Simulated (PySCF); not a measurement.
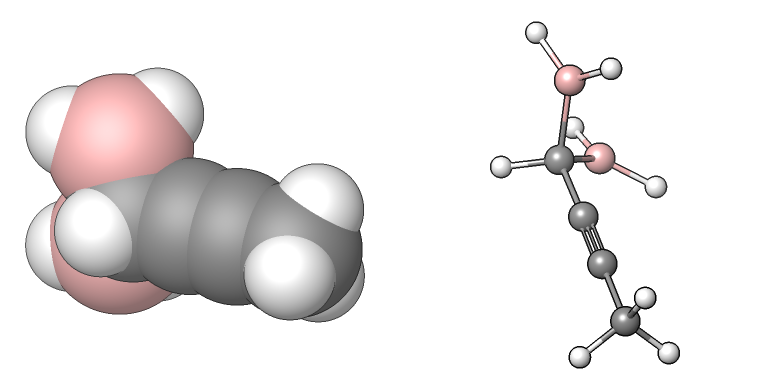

Both panels show the same species. Colours: boron pink, carbon grey, hydrogen white.

The geometry was computed by an optimisation with GFN2-xTB. No frequency run is at hand to confirm it as a minimum.

Identify the structure.

Formula C₄H₈B₂. Its SMILES string is `BC(B)C#CC`. It has no ring. Among its groups: alkyne, B–H bond. Coordination: 2 B trigonal planar; 2 C tetrahedral; 2 C linear.

More results for the same structure follow; atom numbers are the same in all pictures, views and colours differ.

### Shape

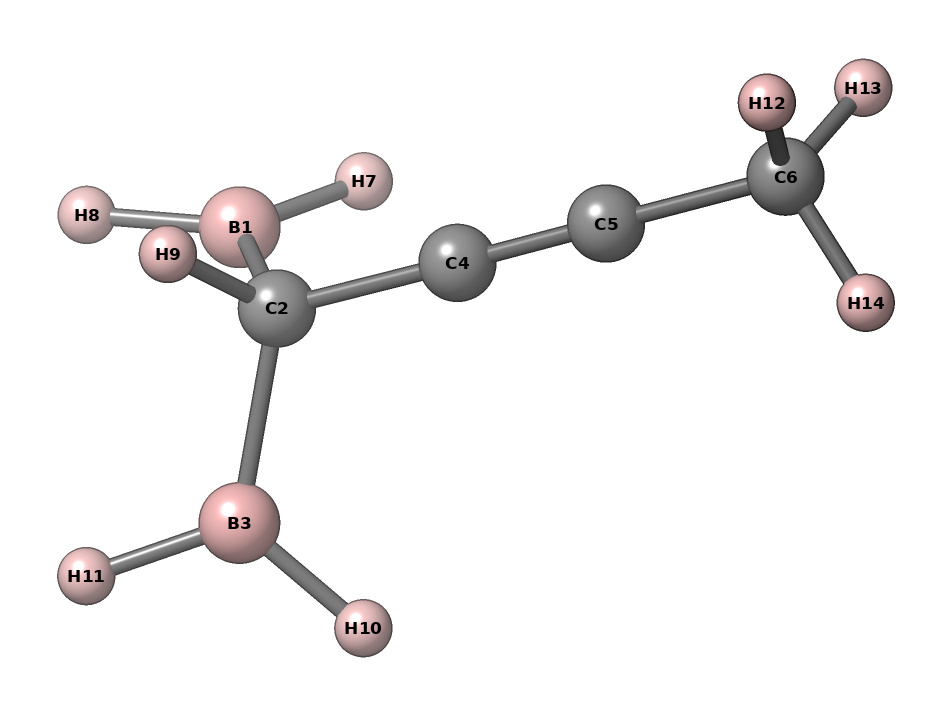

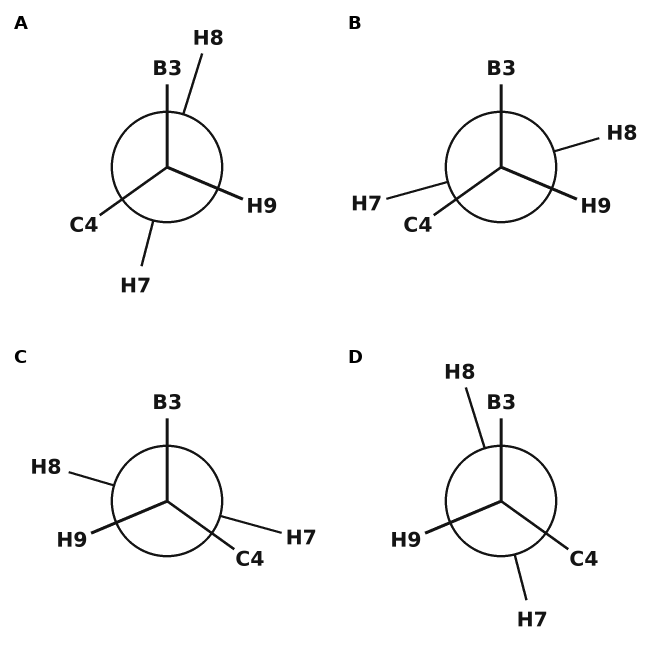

Distant atoms are faded towards the background colour. Bonds that would overlap in a projection are set slightly apart. No frequency run is at hand to confirm it as a minimum.

Question: Which Newman projection shows the view along C2–B1, with C2 in front?

Answer: B. The torsion angle C4–C2–B1–H7 is 20°, synperiplanar.

### Spin–spin coupling

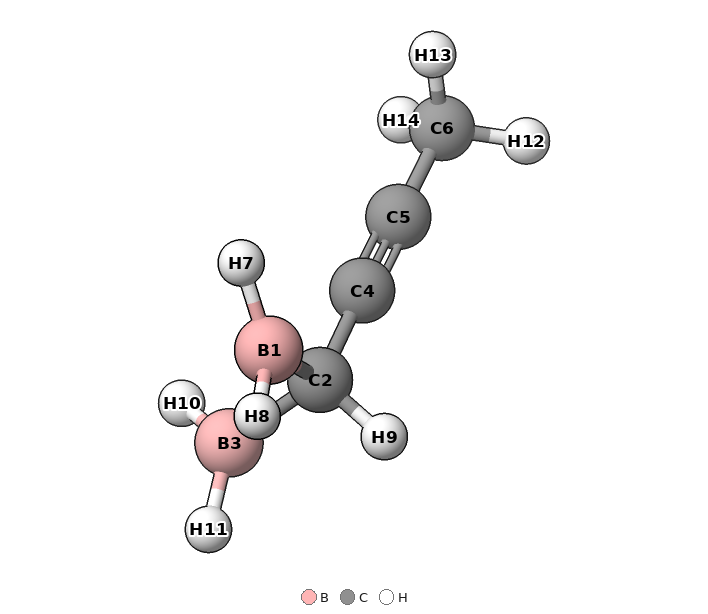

No frequency run is at hand to confirm it as a minimum. Properties computed with B3LYP/pcJ-1 indirect spin-spin coupling, non-relativistic, gas phase (PySCF 2.14.0). Isotopes: 11B, 13C, 1H.

Give the spin–spin coupling constants of these pairs, with the number of bonds between them: B3/H11, B1/H9, B1/C4, B1/B3, B3/H9, B3/C4.

```json
{"pair": "B3, H11", "bonds apart": "1", "J (Hz)": "133.5"}
{"pair": "B1, H9", "bonds apart": "2", "J (Hz)": "−10.0"}
{"pair": "B1, C4", "bonds apart": "2", "J (Hz)": "−5.0"}
{"pair": "B1, B3", "bonds apart": "2", "J (Hz)": "1.1"}
{"pair": "B3, H9", "bonds apart": "2", "J (Hz)": "−10.0"}
{"pair": "B3, C4", "bonds apart": "2", "J (Hz)": "−5.0"}
```

### Electronic properties

No frequency run is at hand to confirm it as a minimum. Level of theory: B3LYP/pcJ-1, gas phase (PySCF 2.14.0).

Question: What is the dipole moment?

Answer: 0.53 D.

Question: What is the HOMO energy (Kohn–Sham orbital)?

Answer: −6.68 eV.

Question: Estimate the HOMO–LUMO gap.

Answer: 4.05 eV.

### Quadrupole coupling

No frequency run is at hand to confirm it as a minimum. Electric field gradients from the ground-state density, B3LYP/pcJ-1 (PySCF 2.14.0), non-relativistic apart from any core potentials.

Give the largest field-gradient component, the quadrupole coupling constant and the asymmetry for 11B at B1 (Q = 40.59 mb), 2H at H7 (Q = 2.86 mb), 2H at H8 (Q = 2.86 mb), 2H at H9 (Q = 2.86 mb), 2H at H10 (Q = 2.86 mb).

| atom | V_zz (a.u.) | e²qQ/h (MHz) | η |
| --- | --- | --- | --- |
| B1 | 0.599 | 5.72 | 0.15 |
| H7 | 0.233 | 0.156 | 0.13 |
| H8 | 0.233 | 0.156 | 0.12 |
| H9 | 0.296 | 0.199 | 0.08 |
| H10 | 0.233 | 0.156 | 0.13 |

The geometry is semi-empirical. Around B such bond lengths and angles can be off by a tenth of an ångström or more and by several degrees, and values that hang on the shape move with them.
